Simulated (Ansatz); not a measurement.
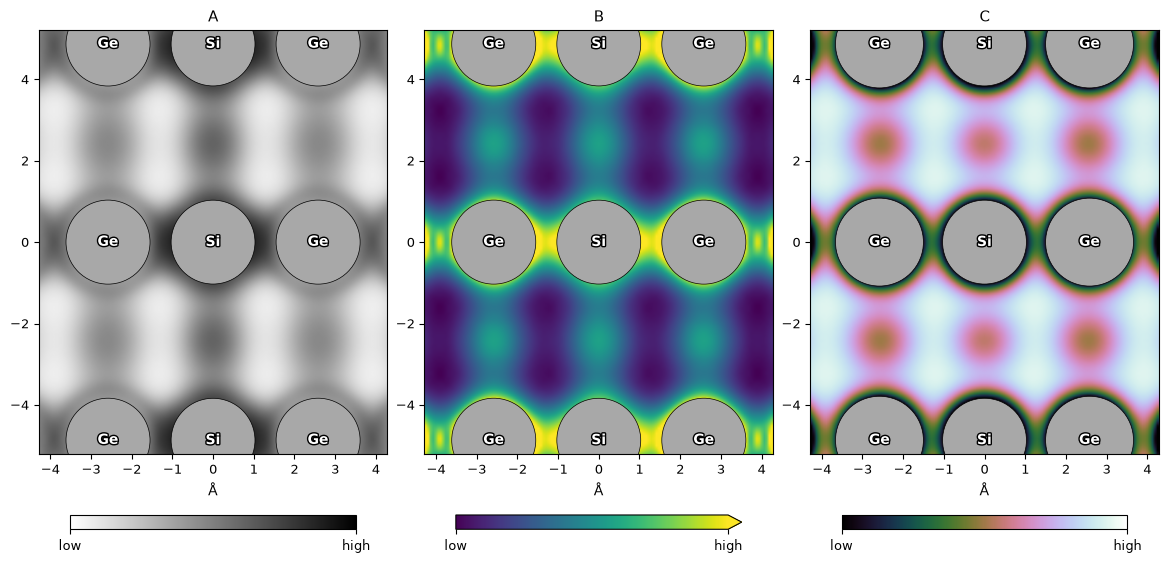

SiGe₂: 3 fields on the (110) plane of the conventional cell, with unlabelled colour scales. Grey discs cover the atomic cores.

Space group P6/mmm; a structure generated by program, which may or may not match a known phase.

All numbers below come from Ansatz, DFT PBE, scalar-relativistic, plane waves, PAW.

Q: Match the panels to the quantities (electron localisation function, electrostatic potential energy of an electron and valence pseudo-density).

A: Panel A: electron localisation function. Panel B: valence pseudo-density. Panel C: electrostatic potential energy of an electron (low next to the atoms, rising into the space between them). From the grid: Si–Ge (2.58 Å): the density is about 0.38 e/Å³ at the midpoint; the ELF peaks at about 0.85 in the valence shell of Si, 0.9 Å from its nucleus, and is about 0.80 at the midpoint.
